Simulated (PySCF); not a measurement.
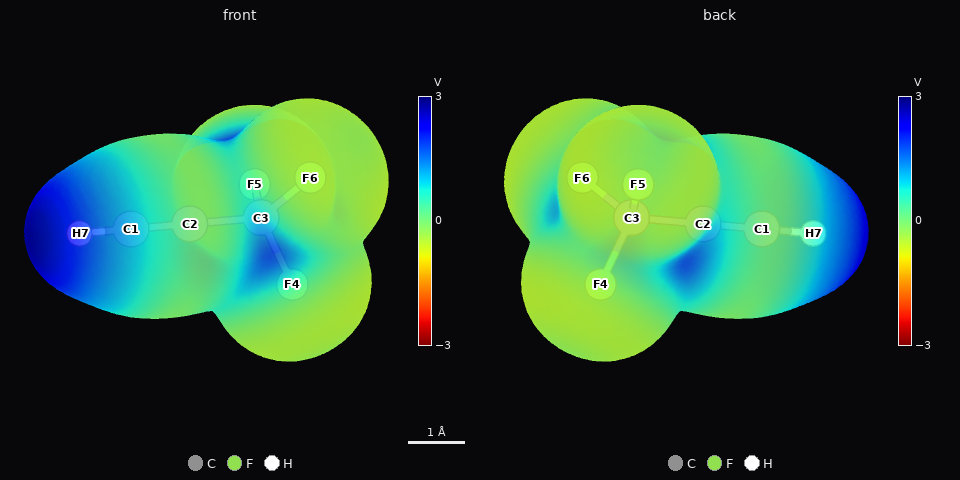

*C$_{3}$HF$_{3}$ (SMILES C#CC(F)(F)F). The electrostatic potential painted on the density surface at 0.004 e/bohr³, seen from the front and from behind; the colour scale runs from red (negative) to blue (positive).*

Geometry: GFN2-xTB.

Theory: PySCF, PBE0/pcSseg-1, SCF density, gas phase, non-relativistic.

```xyz
7

C     1.7471   -0.1376    0.0138
C     0.5548   -0.0434    0.0019
C    -0.8985    0.0718   -0.0129
F    -1.4467   -0.6295   -1.0164
F    -1.4489   -0.3792    1.1240
F    -1.2990    1.3434   -0.1618
H     2.7946   -0.2205    0.0243
```

> Where is the surface potential most negative and most positive?

The most negative region (about −0.5 V) lies over F4, F5 and F6, the most positive (about +2.8 V) over H7.

> What dipole moment does the calculation give?

Its dipole moment is 2.51 D.
